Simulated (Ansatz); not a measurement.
# Rb (Im-3m): Drude plasma energy against volume

The cell of Rb (Im-3m) is scaled evenly and the response computed anew at each volume, on one mesh.

Cell: a, b, c = 4.854, 4.854, 4.854 Å (primitive vectors), 1 atoms.

Method: Ansatz 0.2.0, r2SCAN, independent particles, k-mesh 10×10×10 with interpolation inside its cells, Gaussian parameter 0.1 eV.

Launch of the response step: `ansatz run input.yaml --threads 4 --pin off --max-ram 8192MiB --backend cpu --events-out ev --progress --plain --runs-dir out`. The series took 97 s in all, on 4 threads of Intel(R) Xeon(R) Processor @ 2.70GHz, on a shared host.

| V/V₀ | V (Å³, primitive cell) | Drude plasma energy (eV) |
| --- | --- | --- |
| 0.94 | 82.76 | ? |
| 0.96 | 84.52 | 3.9649 |
| 0.98 | 86.28 | 3.9401 |
| 1.00 | 88.04 | 3.9152 |
| 1.02 | 89.80 | 3.8904 |
| 1.04 | 91.57 | 3.8657 |
| 1.06 | 93.33 | 3.8410 |

For small changes the quantity should be close to linear in ln V.

Working, on the rows shown:

| x = ln(V/V₀) | y = Drude plasma energy |
| --- | --- |
| -0.040822 | 3.9649 |
| -0.0202027 | 3.9401 |
| 0 | 3.9152 |
| 0.0198026 | 3.8904 |
| 0.0392207 | 3.8657 |
| 0.0582689 | 3.841 |

Means: x̄ = 0.0093779, ȳ = 3.9029. Σ(x − x̄)(y − ȳ) = -0.008595, Σ(x − x̄)² = 0.006873. Slope = -0.008595 / 0.006873 = -1.251; intercept = ȳ − slope · x̄ = 3.9146. The line misses the rows shown by at most 0.00076 eV.

Task: What does the fit predict for the withheld row, and how well does it do?

Result: At x = -0.061875 the line gives y = 3.992 eV. The run gave 3.9896 eV, so the extrapolation is off by 0.0024 eV, 1.6 % of the range in the table.

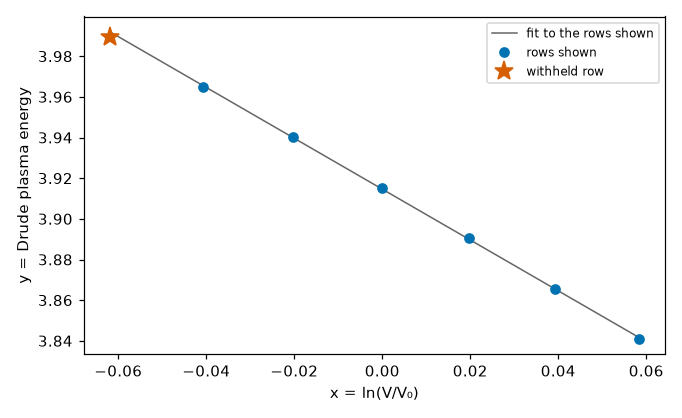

Between the rows on either side of x = 0 the slope is (3.8904 − 3.9401) / (0.019803 − (-0.020203)) = -1.242. So d ln ωp/d ln V = -0.32; free electrons would give −0.50. The cell comes from an older database entry, whose edges can be off by a per cent or so. The values come from a sum over the points of one k-mesh and carry its error, which is largest for Fermi-surface quantities. Spin-orbit coupling is left out.
